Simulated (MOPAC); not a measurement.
## Run report: SiH$_{3}$ (charge −1), geometry relaxation

- system: SiH$_{3}$, charge −1, SMILES [SiH3-]
- method: PM6-DH2, closed shell, dispersion DH2 (MOPAC 23.2.5)

The atoms were displaced at random from an optimised geometry.

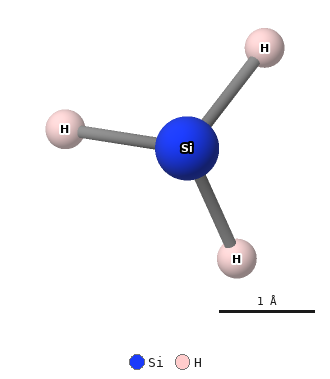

Figure 1. The input geometry (ball-and-stick view, seen at a tilt).

**Input (input.mop)**
```
BONDS CHARGE=-1 EF DISP GNORM=0.05 CYCLES=300 GRADIENTS PM6-DH2 AUX(PRECISION=6) T=10M THREADS=1
H3Si

Si     0.538119    -0.035228    -0.307178
H      0.438011     0.641713     1.066858
H     -0.303022    -1.281896     0.119047
H     -0.659457     0.712887    -0.884121
```

Hardware: 1 thread of AMD EPYC (Zen 5), 128 GiB of memory available, shared host.

Run as:
```bash
mopac input.mop
```

**Log**
```
MOPAC v23.2.5
PM6-DH2 CALCULATION RESULTS

 *  PM6-DH2    - CORRECT DISPERSION AND HYDROGEN BOND TERMS USING PM6-DH2
 *
 *
 *
 *                 CHARGE ON SYSTEM = -1
 *
 *
 *
 *  EF         - USE EF ROUTINE FOR MINIMUM SEARCH
 *  THREADS=1  - MULTI-THREADING NOT USED
 *  CYCLES=    - DO A MAXIMUM OF 300 STEPS
 *  GNORM      - EXIT WHEN GRADIENT NORM DROPS BELOW 0.050
 *  AUX        - OUTPUT AUXILIARY INFORMATION
 *  GRADIENTS  - ALL GRADIENTS TO BE PRINTED
 *  DISP       - PRINT DISPERSION AND HYDROGEN BOND ENERGIES
 *  BONDS      - FINAL BOND-ORDER MATRIX TO BE PRINTED
BONDS CHARGE=-1 EF DISP GNORM=0.05 CYCLES=300 GRADIENTS PM6-DH2 AUX(PRECISION=6) T=10M THREADS=1
 H3Si

   ATOM   CHEMICAL          X               Y               Z
  NUMBER   SYMBOL      (ANGSTROMS)     (ANGSTROMS)     (ANGSTROMS)

     1      Si          0.53811900  *  -0.03522800  *  -0.30717800  *
     2       H          0.43801100  *   0.64171300  *   1.06685800  *
     3       H         -0.30302200  *  -1.28189600  *   0.11904700  *
     4       H         -0.65945700  *   0.71288700  *  -0.88412100  *

          CARTESIAN COORDINATES

    NO.       ATOM           X           Y           Z

     1        Si          0.5381     -0.0352     -0.3072
     2         H          0.4380      0.6417      1.0669
     3         H         -0.3030     -1.2819      0.1190
     4         H         -0.6595      0.7129     -0.8841

           Empirical Formula: H3 Si  =     4 atoms

      MOLECULAR POINT GROUP   :   C1

      RHF CALCULATION, NO. OF DOUBLY OCCUPIED LEVELS = 4

          Geometry optimization using EF

          *********************************************
          *                                           *
          *                 WARNING                   *
          *                                           *
          *********************************************

          Dispersion parameters missing for Silicon

          *********************************************
          *                                           *
          *              END OF WARNING               *
          *                                           *
          *********************************************

          DIAGONAL MATRIX USED AS START HESSIAN
```

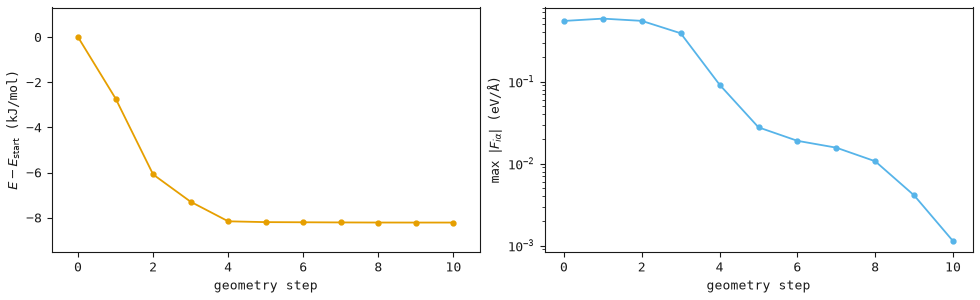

Figure 2. Progress of the relaxation, step by step (steps are counted from 0).

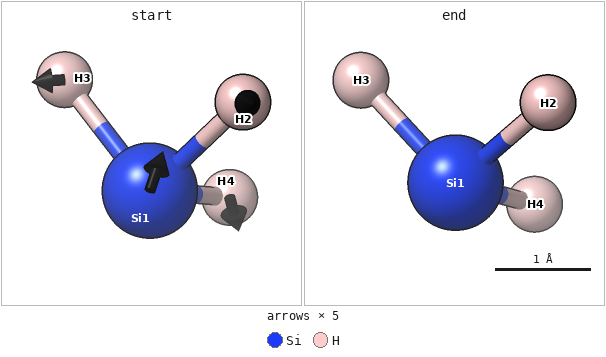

Figure 3. Before (left) and after (right) the relaxation, at one scale (ball-and-stick view, seen at a tilt). The black arrows give the displacements, magnified 5 times. Over 10 geometry steps the energy falls by 8.21 kJ/mol. The largest force component goes from 0.55 to 0.0011 eV/Å. Si1 moves most after the best rigid fit: 0.097 Å. By element the largest moves are Si 0.097 Å, H 0.090 Å. Among the contacts that change: Si1–H3 1.563 → 1.543 Å, Si1–H4 1.525 → 1.543 Å, Si1–H2 1.535 → 1.543 Å. Among the angles that change: H2–Si1–H3 94.2° → 101.3°. (Atoms are counted from 1 in the order of the input.)

```
 CYCLE:     1 TIME:   0.008 TIME LEFT: 10.00M  GRAD.:    25.658 HEAT:  6.365073
 CYCLE:     2 TIME:   0.000 TIME LEFT: 10.00M  GRAD.:    21.637 HEAT:  5.715126
 CYCLE:     3 TIME:   0.000 TIME LEFT: 10.00M  GRAD.:    20.567 HEAT:  4.911121
 CYCLE:     4 TIME:   0.000 TIME LEFT: 10.00M  GRAD.:    14.692 HEAT:  4.621958
 CYCLE:     5 TIME:   0.000 TIME LEFT: 10.00M  GRAD.:     3.198 HEAT:  4.415011
 CYCLE:     6 TIME:   0.008 TIME LEFT: 10.00M  GRAD.:     1.262 HEAT:  4.406403
 CYCLE:     7 TIME:   0.000 TIME LEFT: 10.00M  GRAD.:     0.862 HEAT:  4.404841
 CYCLE:     8 TIME:   0.000 TIME LEFT: 10.00M  GRAD.:     0.661 HEAT:  4.403150
 CYCLE:     9 TIME:   0.000 TIME LEFT: 10.00M  GRAD.:     0.460 HEAT:  4.402112
 CYCLE:    10 TIME:   0.000 TIME LEFT: 10.00M  GRAD.:     0.164 HEAT:  4.401840
 CYCLE:    11 TIME:   0.000 TIME LEFT: 10.00M  GRAD.:     0.044 HEAT:  4.401814

     GRADIENT =  0.04438 IS LESS THAN CUTOFF =  0.05000

 -------------------------------------------------------------------------------
 BONDS CHARGE=-1 EF DISP GNORM=0.05 CYCLES=300 GRADIENTS PM6-DH2 AUX(PRECISION=6) T=10M THREADS=1
 H3Si

     GEOMETRY OPTIMISED USING EIGENVECTOR FOLLOWING (EF).
     SCF FIELD WAS ACHIEVED

                              PM6-DH2 CALCULATION

          FINAL HEAT OF FORMATION =          4.40181 KCAL/MOL =      18.41719 KJ/MOL

          TOTAL ENERGY            =      -2616.36779 KCAL/MOL = ELECTRONIC ENERGY + CORE-CORE REPULSION
          ENERGY OF ATOMS         =       2620.77237 KCAL/MOL
                              SUM =          4.40458 KCAL/MOL
          DISPERSION ENERGY       =         -0.00277 KCAL/MOL
                              SUM =          4.40181 KCAL/MOL = FINAL HEAT OF FORMATION

          TOTAL ENERGY            =       -113.45645 EV
          ELECTRONIC ENERGY       =       -209.03808 EV
          CORE-CORE REPULSION     =         95.58164 EV
          COSMO AREA              =         79.31 SQUARE ANGSTROMS
          COSMO VOLUME            =         65.12 CUBIC ANGSTROMS

          GRADIENT NORM           =          0.04438          =       0.02219 PER ATOM
          IONIZATION POTENTIAL    =          2.257664 EV
          HOMO LUMO ENERGIES (EV) =         -2.258  5.808
          NO. OF FILLED LEVELS    =          4
          MOLECULAR WEIGHT        =         31.1092         POINT GROUP:  C3v

          MOLECULAR DIMENSIONS (Angstroms)

            Atom       Atom       Distance
            H     4    H     2     2.38635
            H     3    H     2     2.06612
           Si     1    H     2     0.69439

          SCF CALCULATIONS        =         12

          WALL-CLOCK TIME         =      0.023 SECONDS
          COMPUTATION TIME        =      0.010 SECONDS

       FINAL  POINT  AND  DERIVATIVES

   PARAMETER     ATOM    TYPE            VALUE        GRADIENT
      1          1 Si    CARTESIAN X     0.497631     -0.018687  KCAL/ANGSTROM
      2          1 Si    CARTESIAN Y    -0.035011      0.003958  KCAL/ANGSTROM
      3          1 Si    CARTESIAN Z    -0.283500     -0.002100  KCAL/ANGSTROM
      4          2  H    CARTESIAN X     0.545871      0.003068  KCAL/ANGSTROM
      5          2  H    CARTESIAN Y     0.668965     -0.026189  KCAL/ANGSTROM
      6          2  H    CARTESIAN Z     1.088395      0.000297  KCAL/ANGSTROM
      7          3  H    CARTESIAN X    -0.228463      0.008260  KCAL/ANGSTROM
      8          3  H    CARTESIAN Y    -1.347781      0.023972  KCAL/ANGSTROM
      9          3  H    CARTESIAN Z     0.075991      0.010988  KCAL/ANGSTROM
     10          4  H    CARTESIAN X    -0.628149      0.007359  KCAL/ANGSTROM
     11          4  H    CARTESIAN Y     0.750374     -0.001741  KCAL/ANGSTROM
     12          4  H    CARTESIAN Z    -0.987591     -0.009185  KCAL/ANGSTROM

   ATOM   CHEMICAL          X               Y               Z
  NUMBER   SYMBOL      (ANGSTROMS)     (ANGSTROMS)     (ANGSTROMS)

     1      Si          0.49763075  *  -0.03501091  *  -0.28350025  *
     2       H          0.54587137  *   0.66896459  *   1.08839456  *
     3       H         -0.22846263  *  -1.34778056  *   0.07599113  *
     4       H         -0.62814876  *   0.75037399  *  -0.98759096  *

                             CARTESIAN COORDINATES

   1   Si        0.497630747    -0.035010907    -0.283500254
   2    H        0.545871371     0.668964588     1.088394564
   3    H       -0.228462628    -1.347780557     0.075991127
   4    H       -0.628148759     0.750373987    -0.987590958

           Empirical Formula: H3 Si  =     4 atoms

      MOLECULAR POINT GROUP   :   C3v

                  EIGENVALUES
 -14.12699  -6.59241  -6.59124  -2.25766   5.80835   5.80912   7.05291   8.25225
   8.25227   8.64377  10.07539  10.07568

              NET ATOMIC CHARGES AND DIPOLE CONTRIBUTIONS

  ATOM NO.   TYPE          CHARGE      No. of ELECS.   s-Pop       p-Pop       d-Pop
    1         Si          -1.090684        5.0907     1.62207     3.24252     0.22609
    2          H           0.030228        0.9698     0.96977
    3          H           0.030222        0.9698     0.96978
    4          H           0.030234        0.9698     0.96977
 DIPOLE           X         Y         Z       TOTAL
 POINT-CHG.    -0.543     0.053     0.309     0.627
 HYBRID        -1.287     0.127     0.733     1.487
 SUM           -1.830     0.180     1.042     2.113

          ATOMIC ORBITAL ELECTRON POPULATIONS

     Atom    s        px        py        pz      x^2-y^2     xz        z^2       yz        xy
    1 Si   1.62207   1.37533   0.85017   1.01702   0.02163   0.02851   0.05088   0.05858   0.06650
    2  H   0.96977
    3  H   0.96978
    4  H   0.96977

          BONDING CONTRIBUTION OF EACH M.O.

  1.4330  2.0764  2.0764  0.3731 -0.8912 -0.8911 -1.6961 -0.0013 -0.0013 -0.4186
 -1.0296 -1.0296

            (VALENCIES)   BOND ORDERS

     1 Si     (2.962)     2  H 0.987     3  H 0.987     4  H 0.987

     2  H     (0.999)     1 Si 0.987

     3  H     (0.999)     1 Si 0.987

     4  H     (0.999)     1 Si 0.987

 *                    *
 * JOB ENDED NORMALLY *
 *                    *

 TOTAL JOB TIME:             0.02 SECONDS

 == MOPAC DONE ==
```

**Trajectory as extended XYZ (Å, eV, eV/Å), 11 frames, from step=0 to step=10**
```
4
Properties=species:S:1:pos:R:3:forces:R:3 step=0 energy=0.27602
Si    0.5381   -0.0352   -0.3072   -0.5515  -0.3455   0.4167
H     0.4380    0.6417    1.0669    0.3446   0.1681   0.2254
H    -0.3030   -1.2819    0.1190    0.3257  -0.0891  -0.1839
H    -0.6595    0.7129   -0.8841   -0.1188   0.2665  -0.4582
4
Properties=species:S:1:pos:R:3:forces:R:3 step=1 energy=0.24783
Si    0.5335   -0.0382   -0.3054   -0.5887   0.0232   0.4983
H     0.4547    0.6508    1.0881    0.2948   0.0198  -0.0816
H    -0.2893   -1.2866    0.1128    0.2181  -0.1598  -0.1315
H    -0.6654    0.7240   -0.9084    0.0757   0.1168  -0.2851
4
Properties=species:S:1:pos:R:3:forces:R:3 step=2 energy=0.21297
Si    0.5185   -0.0404   -0.2891   -0.5527   0.3889  -0.1634
H     0.5050    0.6598    1.0833    0.1267   0.0554   0.0673
H    -0.2547   -1.3090    0.0863    0.0023  -0.2544   0.0069
H    -0.6709    0.7494   -0.9632    0.4237  -0.1899   0.0892
4
Properties=species:S:1:pos:R:3:forces:R:3 step=3 energy=0.20043
Si    0.5105   -0.0384   -0.2873   -0.3902   0.3015  -0.0272
H     0.5249    0.6656    1.0942    0.0601  -0.0222  -0.0830
H    -0.2456   -1.3261    0.0817    0.0144  -0.1291   0.0016
H    -0.6582    0.7500   -0.9790    0.3158  -0.1502   0.1086
4
Properties=species:S:1:pos:R:3:forces:R:3 step=4 energy=0.19145
Si    0.4999   -0.0344   -0.2833   -0.0919   0.0079   0.0105
H     0.5477    0.6696    1.0927   -0.0094  -0.0189  -0.0491
H    -0.2352   -1.3466    0.0733    0.0361   0.0251   0.0015
H    -0.6352    0.7455   -0.9901    0.0652  -0.0142   0.0371
4
Properties=species:S:1:pos:R:3:forces:R:3 step=5 energy=0.19108
Si    0.4986   -0.0342   -0.2827   -0.0277  -0.0242  -0.0075
H     0.5489    0.6697    1.0899   -0.0109  -0.0039  -0.0101
H    -0.2333   -1.3470    0.0718    0.0239   0.0123   0.0091
H    -0.6313    0.7445   -0.9890    0.0147   0.0158   0.0085
4
Properties=species:S:1:pos:R:3:forces:R:3 step=6 energy=0.19101
Si    0.4982   -0.0344   -0.2827   -0.0095  -0.0187  -0.0128
H     0.5486    0.6696    1.0890   -0.0090   0.0000  -0.0003
H    -0.2321   -1.3466    0.0720    0.0143  -0.0003   0.0113
H    -0.6303    0.7451   -0.9884    0.0042   0.0190   0.0017
4
Properties=species:S:1:pos:R:3:forces:R:3 step=7 energy=0.19094
Si    0.4978   -0.0347   -0.2829    0.0061  -0.0074  -0.0127
H     0.5476    0.6693    1.0883   -0.0053   0.0028   0.0057
H    -0.2303   -1.3465    0.0732    0.0027  -0.0111   0.0099
H    -0.6290    0.7470   -0.9878   -0.0036   0.0157  -0.0029
4
Properties=species:S:1:pos:R:3:forces:R:3 step=8 energy=0.19089
Si    0.4976   -0.0349   -0.2833    0.0091   0.0001  -0.0070
H     0.5464    0.6690    1.0882   -0.0016   0.0032   0.0050
H    -0.2288   -1.3470    0.0750   -0.0029  -0.0107   0.0048
H    -0.6282    0.7492   -0.9876   -0.0046   0.0074  -0.0027
4
Properties=species:S:1:pos:R:3:forces:R:3 step=9 energy=0.19088
Si    0.4976   -0.0350   -0.2835    0.0041   0.0010  -0.0010
H     0.5459    0.6689    1.0883   -0.0001   0.0019   0.0013
H    -0.2283   -1.3476    0.0760   -0.0021  -0.0041   0.0002
H    -0.6280    0.7503   -0.9876   -0.0019   0.0012  -0.0005
4
Properties=species:S:1:pos:R:3:forces:R:3 step=10 energy=0.19088
Si    0.4976   -0.0350   -0.2835    0.0008  -0.0002   0.0001
H     0.5459    0.6690    1.0884   -0.0001   0.0011   0.0000
H    -0.2285   -1.3478    0.0760   -0.0004  -0.0010  -0.0005
H    -0.6281    0.7504   -0.9876   -0.0003   0.0001   0.0004
```

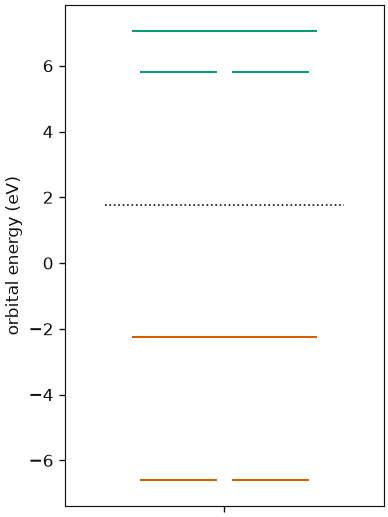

Figure 4. Orbital energies near the frontier; the dotted line parts filled from empty levels, and levels within 0.02 eV of each other stand side by side. Highest filled −2.26 eV, lowest empty 5.81 eV, 8.07 eV apart.

**Summary**

```csv
quantity,value
outcome,converged
total energy,−4.169448 hartree
dispersion energy,−0.000004 hartree
heat of formation,4.40 kcal/mol
basis functions,12
largest force,0.001 eV/Å
HOMO,−2.26 eV
LUMO,5.81 eV
peak memory,0.079 GiB
```

**Notes**

MOPAC's energies along a path are heats of formation.
